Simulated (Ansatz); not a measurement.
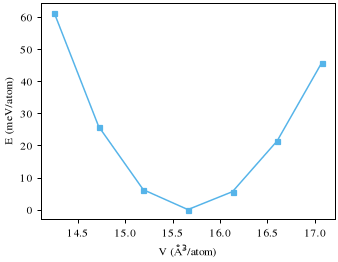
Figure. TiAs (CsCl type, Pm-3m) under volume change, the program Ansatz at the PBEsol level (PAW), scaled uniformly.

Problem. What does a third-order Birch–Murnaghan fit give for V₀, B₀ and B′?

Solution. V₀ = 15.66 Å³/atom, B₀ = 133 GPa, B′ = 4.0.

A made-up cell: these elements were put on the sites of a structure type; neither database checked (COD, Materials Project) lists it. COD files the formula under space group No. 194. Its standing as an ambient phase is unchecked. The PBEsol relaxation kept the symmetry of its start. At this level the phase is mechanically unstable. No spin polarisation was allowed.

Potentials: the earlier of the program's two PAW sets. The files were generated under PBE; for other functionals the program regenerates the frozen cores, and for LDA and PBEsol the local potential too.
